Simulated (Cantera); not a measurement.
Feed: 1 mol Fe(CO)5, 17 mol H2, equilibrated at 1573.15 K.

Cantera equilibrium calculation (NASA polynomials, part measured and part estimated; ideal gas, pure solids and liquids). Candidate condensed phases: C, C6H6, C7H8, C8H18, Fe, Fe(CO)5, FeO, Fe(OH)2, Fe(OH)3, Fe2O3, Fe3O4, H2O; 114 gas species. The numbers say what is thermodynamically allowed, not how fast it happens.

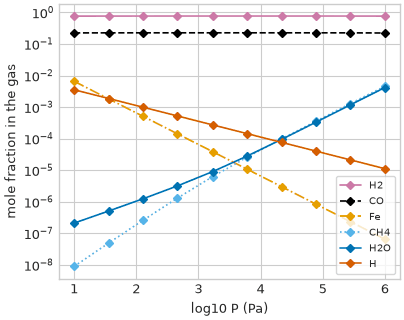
Figure. Equilibrium gas composition (values under 1e-9 drawn at 1e-9)

From 10.0 Pa to 10.0 bar the condensed part is Fe(γ). The main Fe-bearing gas is Fe throughout.
